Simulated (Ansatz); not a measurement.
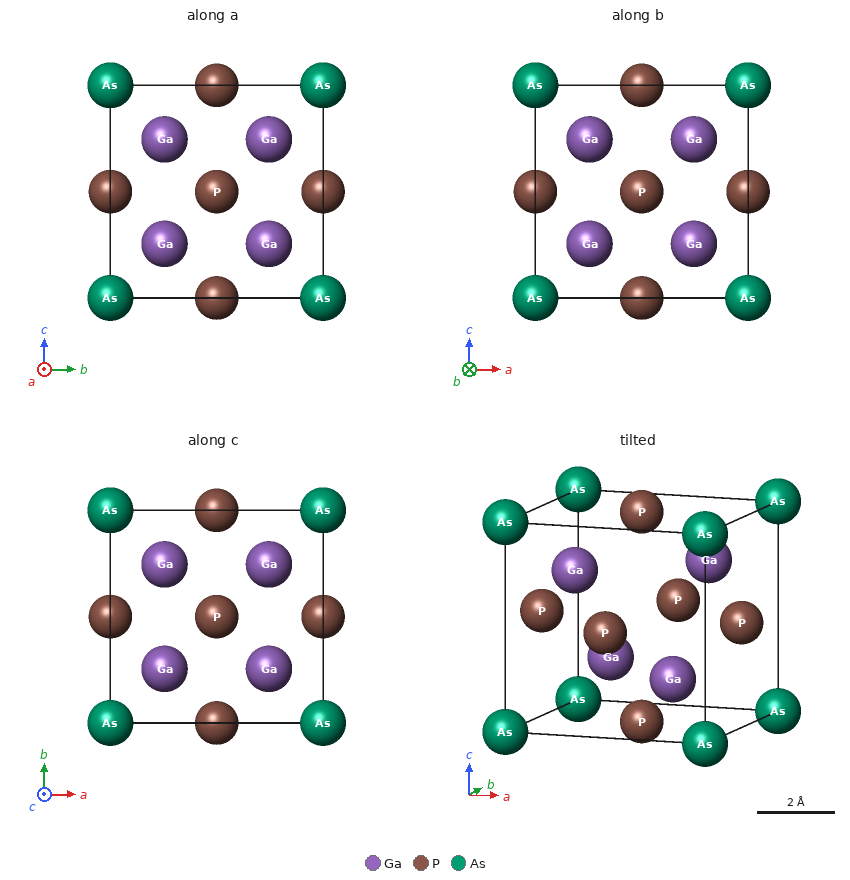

Crystal structure, spheres-only style, seen along the a axis, along the b axis, along the c axis and slightly off an axis. One conventional unit cell is framed, with atoms on its boundary repeated.

Lattice parameters: a = 5.564 Å, b = 5.564 Å, c = 5.564 Å, α = 90.00°, β = 90.00°, γ = 90.00°.

Question: Record the structure as a table of Wyckoff sites, with free fractional coordinates to two decimals.

Answer: Space group P-43m (No. 215).
| atom | site | x | y | z |
| --- | --- | --- | --- | --- |
| Ga | 4e | 0.25 | 0.25 | 0.75 |
| P | 3c | 0.00 | 0.50 | 0.50 |
| As | 1a | 0.00 | 0.00 | 0.00 |

The model was built from a structure type filled with these elements by a generator (whether the compound takes this form wasn't checked). The atoms were relaxed in a fixed cell with Ansatz 0.2.0, DFT PBE, scalar-relativistic, plane waves, PAW.
